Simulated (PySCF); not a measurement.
Vertical excitations of a molecule CH6GeO3 from TDA-PBE/def2-SVPD (PySCF), as energy in eV (oscillator strength): 5.84 (0.011), 6.38 (0.023), 6.46 (0.009), 6.77 (0.015), 6.80 (0.040), 6.99 (0.033), 7.02 (0.003), 7.16 (0.043), 7.33 (0.020), 7.38 (0.004). Lowest triplet (TDA): 5.64 eV. The structure is a stationary point at B3LYP-D3(BJ)/def2-SVP. The values are those of a single conformer.

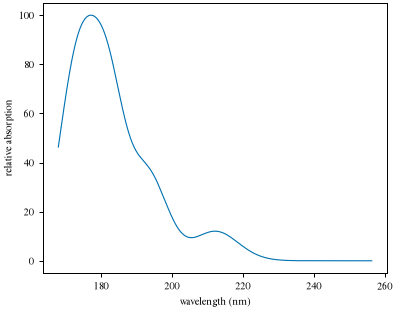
Figure. The lines broadened by 0.4 eV.

Q: Which molecule gave these data?
A) O[CH2][GeH]([OH])[OH]
B) C[O][GeH]([OH])[OH]
C) [CH3][Ge]([OH])([OH])[OH]

A: B, C[O][GeH]([OH])[OH]
